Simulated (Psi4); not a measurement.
**Single-point calculation, with input and output: C$_{2}$H$_{3}$Ge (part 2 of 2)**

The same run, continued: C$_{2}$H$_{3}$Ge, multiplicity 2; TPSSh/def2-SVP, UKS, dispersion D3(BJ) (Psi4 1.11). 

Geometry of the input (Å):
```
C  2.0533  -1.6024  1.7337
C  1.5451  -0.6481  1.1881
Ge 0.7461  0.8524  0.3288
H  -1.4821  -0.0281  -1.0359
H  1.7740  1.4510  -0.6364
H  0.3573  1.8677  1.4079
```

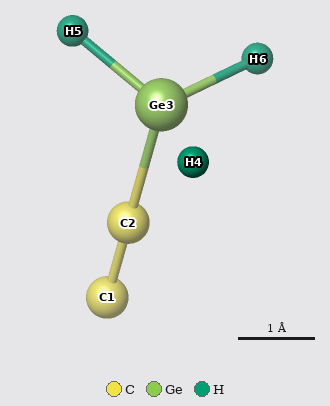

The structure (ball-and-stick view, seen at an oblique angle; atoms are numbered from 1 in the order of the input). Sticks mark near contacts.

The program's output, continued:
```
         ---------------------------------------------------------
                                   SCF
                              UKS Reference
                        1 Threads,   1525 MiB Core
         ---------------------------------------------------------

  ==> Geometry <==

    Molecular point group: c1
    Full point group: C1

    Geometry (in Angstrom), charge = 0, multiplicity = 2:

       Center              X                  Y                   Z               Mass
    ------------   -----------------  -----------------  -----------------  -----------------
         C            1.072686564518    -1.991927453843     1.148226957938    12.000000000000
         C            0.564486564518    -1.037627453843     0.602626957938    12.000000000000
         GE          -0.234513435482     0.462872546157    -0.256673042062    73.921177761000
         H           -2.462701435482    -0.417674453843    -1.621414042062     1.007825032230
         H            0.793386564518     1.061472546157    -1.221873042062     1.007825032230
         H           -0.623313435482     1.478172546157     0.822426957938     1.007825032230

  Running in c1 symmetry.

  Rotational constants: A =      1.51323  B =      0.12901  C =      0.12450 [cm^-1]
  Rotational constants: A =  45365.48190  B =   3867.61669  C =   3732.49120 [MHz]
  Nuclear repulsion =  135.847840790143692

  Charge       = 0
  Multiplicity = 2
  Electrons    = 47
  Nalpha       = 24
  Nbeta        = 23

  ==> Algorithm <==

  SCF Algorithm Type is DF.
  DIIS enabled.
  MOM disabled.
  Fractional occupation disabled.
  Guess Type is READ.
  Energy threshold   = 1.00e-06
  Density threshold  = 1.00e-06
  Integral threshold = 1.00e-12

  ==> Primary Basis <==

  Basis Set: DEF2-SVP
    Blend: DEF2-SVP
    Number of shells: 33
    Number of basis functions: 75
    Number of Cartesian functions: 80
    Spherical Harmonics?: true
    Max angular momentum: 2

  ==> DFT Potential <==

   => LibXC <=

    Version 7.1.2

   => Composite Functional: TPSSH-D3BJ2B <=

    TPSSh-d3bj2b Hyb-GGA Exchange-Correlation Functional

    Deriv               =              1
    GGA                 =           TRUE
    Meta                =           TRUE

    Exchange Hybrid     =           TRUE
    MP2 Hybrid          =          FALSE

   => Exchange Functionals <=

    0.9000   Tao, Perdew, Staroverov & Scuseria

   => Exact (HF) Exchange <=

    0.1000               HF

   => Correlation Functionals <=

    1.0000   Tao, Perdew, Staroverov & Scuseria

   => LibXC Density Thresholds  <==

    XC_HYB_MGGA_XC_TPSSH:  1.00E-15

   => Molecular Quadrature <=

    Radial Scheme          =       TREUTLER
    Pruning Scheme         =           NONE
    Nuclear Scheme         =       TREUTLER

    Blocking Scheme        =         OCTREE
    BS radius alpha        =              1
    Pruning alpha          =              1
    Radial Points          =             75
    Spherical Points       =            302
    Total Points           =         130607
    Total Blocks           =           1037
    Max Points             =            256
    Max Functions          =             74
    Weights Tolerance      =       1.00E-15

   => Loading Basis Set <=

    Name: (DEF2-SVP AUX)
    Role: JKFIT
    Keyword: DF_BASIS_SCF

   => Loading Basis Set <=

    Name: DEF2-SVP
    Role: ORBITAL
    Keyword: BASIS

  Reading orbitals from file scr/input.molecule1.9558.180.npy, no projection.

  ==> Integral Setup <==

  DFHelper Memory: AOs need 0.023 GiB; user supplied 0.592 GiB.
  SCF_SUBTYPE=INCORE selected. In-core MEM_DF algorithm will be used.
  Using in-core AOs.

  ==> MemDFJK: Density-Fitted J/K Matrices <==

    J tasked:                   Yes
    K tasked:                   Yes
    wK tasked:                   No
    Memory [MiB]:               606
    Algorithm:                 Core
    Schwarz Cutoff:           1E-12
    Mask sparsity (%):       1.2444
    Fitting Condition:        1E-10

   => Auxiliary Basis Set <=

  Basis Set: (DEF2-SVP AUX)
    Blend: DEF2-UNIVERSAL-JKFIT
    Number of shells: 128
    Number of basis functions: 470
    Number of Cartesian functions: 609
    Spherical Harmonics?: true
    Max angular momentum: 5

  Cached 100.0% of DFT collocation blocks in 0.525 [GiB].

  Minimum eigenvalue in the overlap matrix is 1.6704628440E-03.
  Reciprocal condition number of the overlap matrix is 4.0331765844E-04.
    Using symmetric orthogonalization.

  ==> Pre-Iterations <==

  SCF Guess: Orbitals guess was supplied from a previous computation.

   -------------------------------------------------------
    Irrep   Nso     Nmo     Nalpha   Nbeta   Ndocc  Nsocc
   -------------------------------------------------------
     A         75      75      24      23      23       1
   -------------------------------------------------------
    Total      75      75      24      23      23       1
   -------------------------------------------------------

  ==> Iterations <==

                           Total Energy        Delta E     RMS |[F,P]|

   @DF-UKS iter   0: -2154.33236849670584   -2.15433e+03   2.87853e-03
   @DF-UKS iter   1: -2154.36461596535037   -3.22475e-02   2.17183e-03 ADIIS/DIIS
   @DF-UKS iter   2: -2154.36595073354829   -1.33477e-03   2.44755e-03 ADIIS/DIIS
   @DF-UKS iter   3: -2154.37478779283629   -8.83706e-03   2.97912e-04 ADIIS/DIIS
   @DF-UKS iter   4: -2154.37558565000882   -7.97857e-04   2.50522e-04 ADIIS/DIIS
   @DF-UKS iter   5: -2154.37596417307577   -3.78523e-04   2.26386e-04 ADIIS/DIIS
   @DF-UKS iter   6: -2154.37627596471930   -3.11792e-04   4.71440e-05 DIIS
   @DF-UKS iter   7: -2154.37630218724325   -2.62225e-05   1.74640e-05 DIIS
   @DF-UKS iter   8: -2154.37630496692327   -2.77968e-06   5.57674e-06 DIIS
   @DF-UKS iter   9: -2154.37630541650969   -4.49586e-07   2.75401e-06 DIIS
   @DF-UKS iter  10: -2154.37630563388893   -2.17379e-07   1.66227e-06 DIIS
   @DF-UKS iter  11: -2154.37630571082718   -7.69382e-08   8.30265e-07 DIIS
  Energy and wave function converged.

  ==> Post-Iterations <==

   Electrons on quadrature grid:
      Nalpha   =   24.0000005845 ; deviation = 5.845e-07
      Nbeta    =   22.9999989733 ; deviation = -1.027e-06
      Ntotal   =   46.9999995578 ; deviation = -4.422e-07

   @Spin Contamination Metric:   5.376166262E-01
   @S^2 Expected:                7.500000000E-01
   @S^2 Observed:                1.287616626E+00
   @S   Expected:                5.000000000E-01
   @S   Observed:                5.000000000E-01

    Orbital Energies [Eh]
    ---------------------

    Alpha Occupied:

       1A   -398.465981     2A    -49.604250     3A    -44.110582
       4A    -44.109083     5A    -44.108390     6A    -10.194355
       7A    -10.146638     8A     -6.188527     9A     -4.359344
      10A     -4.355998    11A     -4.353831    12A     -1.192422
      13A     -1.191382    14A     -1.189848    15A     -1.187669
      16A     -1.187294    17A     -0.747813    18A     -0.578456
      19A     -0.428244    20A     -0.369242    21A     -0.369002
      22A     -0.316579    23A     -0.300790    24A     -0.240255

    Alpha Virtual:

      25A     -0.094776    26A     -0.024548    27A     -0.009275
      28A      0.032960    29A      0.068655    30A      0.082199
      31A      0.154391    32A      0.270952    33A      0.271437
      34A      0.341240    35A      0.364085    36A      0.380952
      37A      0.383854    38A      0.384715    39A      0.437172
      40A      0.448157    41A      0.492511    42A      0.510589
      43A      0.526869    44A      0.585322    45A      0.620537
      46A      0.680069    47A      0.685717    48A      0.780466
      49A      0.853370    50A      0.961346    51A      1.022307
      52A      1.403366    53A      1.457973    54A      1.471922
      55A      1.495224    56A      1.503594    57A      1.549170
      58A      1.552423    59A      1.594054    60A      1.639294
      61A      1.668942    62A      1.707297    63A      1.837179
      64A      1.847208    65A      1.916765    66A      1.960211
      67A      2.110973    68A      2.399267    69A      2.424540
      70A      2.450136    71A      2.479351    72A      2.485458
      73A      2.541386    74A      2.667114    75A      3.015694

    Beta Occupied:

       1A   -398.465054     2A    -49.604132     3A    -44.109597
       4A    -44.108808     5A    -44.108203     6A    -10.169842
       7A    -10.147486     8A     -6.187319     9A     -4.356614
      10A     -4.355183    11A     -4.353363    12A     -1.189910
      13A     -1.188084    14A     -1.187670    15A     -1.186165
      16A     -1.185647    17A     -0.725831    18A     -0.560328
      19A     -0.400150    20A     -0.362463    21A     -0.307015
      22A     -0.285627    23A     -0.285209

    Beta Virtual:

      24A     -0.200556    25A     -0.128102    26A      0.000897
      27A      0.016591    28A      0.044657    29A      0.080504
      30A      0.102116    31A      0.156369    32A      0.274827
      33A      0.278868    34A      0.357078    35A      0.392127
      36A      0.394863    37A      0.404939    38A      0.445439
      39A      0.451015    40A      0.466708    41A      0.490824
      42A      0.523877    43A      0.536685    44A      0.553862
      45A      0.608312    46A      0.680939    47A      0.685908
      48A      0.794491    49A      0.867090    50A      0.965953
      51A      1.056777    52A      1.405863    53A      1.423609
      54A      1.440308    55A      1.484628    56A      1.508964
      57A      1.511584    58A      1.522946    59A      1.526585
      60A      1.618864    61A      1.696966    62A      1.721985
      63A      1.855288    64A      1.856296    65A      1.933915
      66A      1.972602    67A      2.156457    68A      2.408659
      69A      2.433023    70A      2.462243    71A      2.522735
      72A      2.525466    73A      2.558265    74A      2.675408
      75A      3.047732

    Final Occupation by Irrep:
              A
    DOCC [    23 ]
    SOCC [     1 ]
    NA   [    24 ]
    NB   [    23 ]

  @DF-UKS Final Energy: -2154.37630571082718

   => Energetics <=

    Nuclear Repulsion Energy =            135.8478407901436924
    One-Electron Energy =               -3266.7457172018566780
    Two-Electron Energy =                1058.4107204616925628
    DFT Exchange-Correlation Energy =     -81.8841928862735813
    Empirical Dispersion Energy =          -0.0049568745336596
    VV10 Nonlocal Energy =                  0.0000000000000000
    Total Energy =                      -2154.3763057108271823

  UHF NO Occupations:
  HONO-2 :   22  A 1.9897973
  HONO-1 :   23  A 1.7087094
  HONO-0 :   24  A 1.0000000
  LUNO+0 :   25  A 0.2912906
  LUNO+1 :   26  A 0.0102027
  LUNO+2 :   27  A 0.0089855
  LUNO+3 :   28  A 0.0004118

Computation Completed

Properties will be evaluated at   0.000000,   0.000000,   0.000000 [a0]

Properties computed using the SCF density matrix

 Multipole Moments:

 ------------------------------------------------------------------------------------
     Multipole            Electronic (a.u.)      Nuclear  (a.u.)        Total (a.u.)
 ------------------------------------------------------------------------------------

 L = 1.  Multiply by 2.5417464519 to convert [e a0] to [Debye]
 Dipole X            :          0.1588589            0.0490961            0.2079550
 Dipole Y            :          2.7312654           -2.3497560            0.3815094
 Dipole Z            :         -0.4451076            0.5115980            0.0664904
 Magnitude           :                                                    0.4395630

 ------------------------------------------------------------------------------------

	total time  =         10 seconds =       0.17 minutes

    Psi4 run time: 0:00:12.22
```

Summary:

| quantity | value |
| --- | --- |
| outcome | converged |
| total energy | −2154.376306 hartree |
| dispersion energy | −0.004957 hartree |
| basis functions | 75 |
| ⟨S²⟩ | 1.288 |
| dipole moment | 1.12 D |
| wall time | 13 s |
| peak memory | 0.78 GiB |

Notes:

Further notes kept with the run: spin contaminated. ⟨S²⟩ is 1.29 against 0.75 for a pure state: the solution is spin-contaminated.
